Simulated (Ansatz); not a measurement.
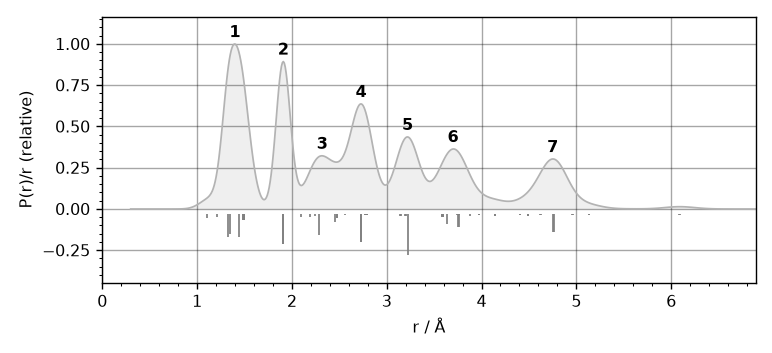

Simulated gas electron diffraction: radial distribution curve of CH8BFOSi2. Each pair of atoms contributes with weight ZᵢZⱼ/r (bars below the curve); damping constant 0.0015 Å²; vibrational amplitudes assumed, not computed: 0.05 Å for bonds, 0.078 Å for bonds to H, 0.06 + 0.015 r up to 0.15 Å for other pairs. The geometry is the end point of an optimisation (RKS B3LYP-D4/def2-SVP (Ansatz 0.2.0)); it may be a saddle point or a higher isomer.

> Assign the numbered peaks of the radial distribution curve (– bonded, ··· not bonded).

Peak 1, 1.40 Å: F–B 1.33 Å, O–B 1.34 Å, O–C 1.44 Å, Si–H 1.49 Å (×6), not resolved
Peak 2, 1.91 Å: Si–C 1.91 Å (×2)
Peak 3, 2.32 Å: O···H 2.10–2.24 Å (×2), F···O 2.28 Å, C···B 2.45 Å, not resolved
Peak 4, 2.73 Å: Si···H 2.48 Å (×2), Si···O 2.73 Å (×2), C···H 2.78–2.79 Å (×7), not resolved
Peak 5, 3.22 Å: O···H 3.14–3.20 Å (×4), Si···Si 3.22 Å, not resolved
Peak 6, 3.70 Å: Si···H 3.59 Å (×4), F···C 3.64 Å, Si···B 3.75–3.76 Å (×2), not resolved
Peak 7, 4.75 Å: Si···H 4.49 Å (×2), Si···F 4.76 Å (×2), not resolved
